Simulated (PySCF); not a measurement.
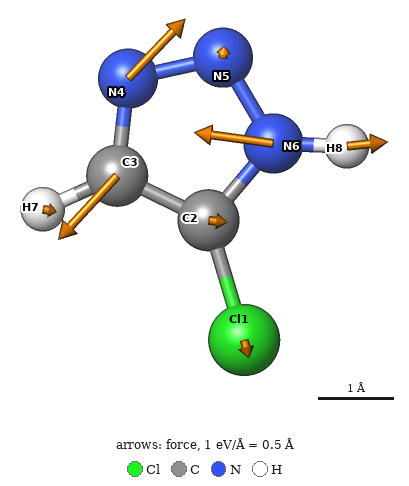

Starting geometry of C$_{2}$H$_{2}$ClN$_{3}$ with the computed forces as orange arrows. Style: ball-and-stick. Shown face on.

The start comes from GFN2-xTB. Its atoms were then displaced at random by about 0.01 Å.

Computed with PBE0-D3(BJ)/def2-SVP geometry optimisation, gas phase in PySCF. 

Is this structure relaxed? If not, where do the atoms go?

Answer. It isn't relaxed: the largest force vector, on C3, is 2.36 eV/Å. The final displacements follow the starting forces only in part (cosine between the two patterns 0.75). Over 9 geometry steps the energy falls by 8.85 kJ/mol. The atom that moves furthest after the best rigid fit is N4 (0.038 Å). By element the largest moves are N 0.038 Å, C 0.024 Å, Cl 0.020 Å, H 0.017 Å. Some distances before and after: C3–N4 1.314 → 1.355 Å, N6–H8 0.991 → 1.014 Å, N4–N5 1.306 → 1.290 Å, Cl1–C2 1.682 → 1.697 Å. Among the angles between lasting bonds that change: N4–C3–H7 120.6° → 123.1°.
